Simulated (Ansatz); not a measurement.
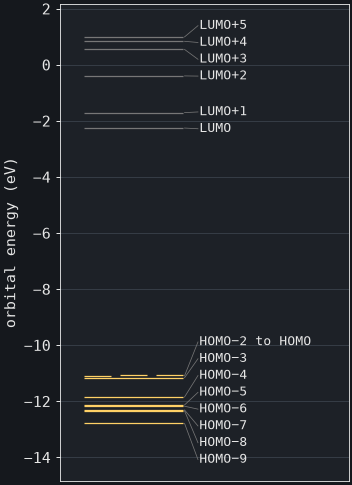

Kohn-Sham orbital energies near the frontier, BHLYP/def2-TZVPP, the Ansatz code, at a PBE0-D4/def2-TZVP geometry (a minimum by its frequencies), isolated molecule; empty levels in grey, levels within 0.03 eV side by side.

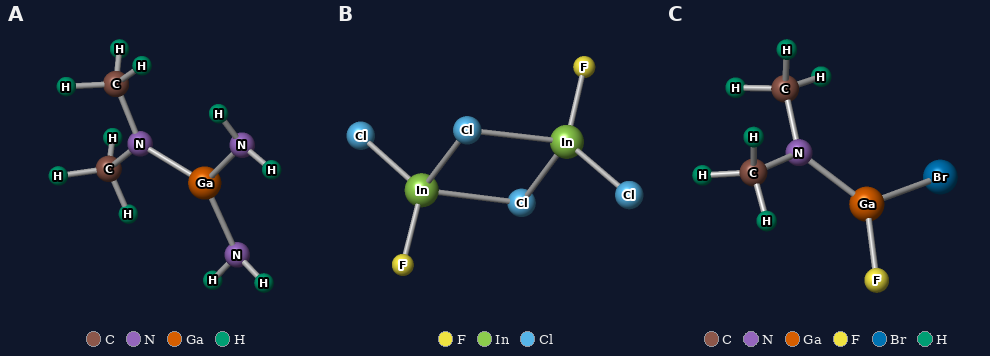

Which molecule has this level scheme? Choose among the lettered structures.

Answer. Structure B, In₂Cl₄F₂, SMILES [F][In@-]1([Cl])[Cl+][In@-]([F])([Cl])[Cl+]1, singlet. HOMO −11.07 eV, LUMO −2.26 eV, separation 8.81 eV.

Caveats: core potentials past krypton; spin-orbit coupling is left out, and with In it can shift these levels and split any degenerate set; empty levels above zero depend strongly on the basis.
